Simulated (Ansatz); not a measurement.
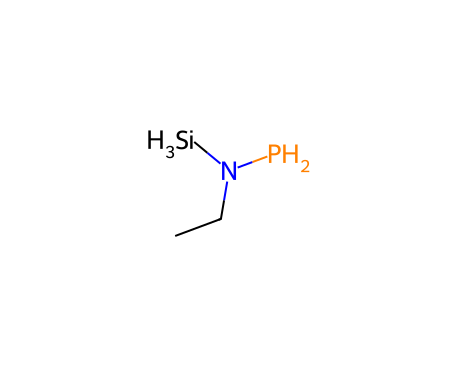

The geometry was computed by an optimisation with PBE-D4/def2-SVP. No frequency run is at hand to confirm it as a minimum. Method: RKS PBE-D4/def2-SVP (Ansatz 0.2.0).

What does the calculation give?

The species is C₂H₁₀NPSi (`CCN([SiH3])P`).
- dipole moment: 1.48 D
- dispersion correction: −36.6 kJ/mol
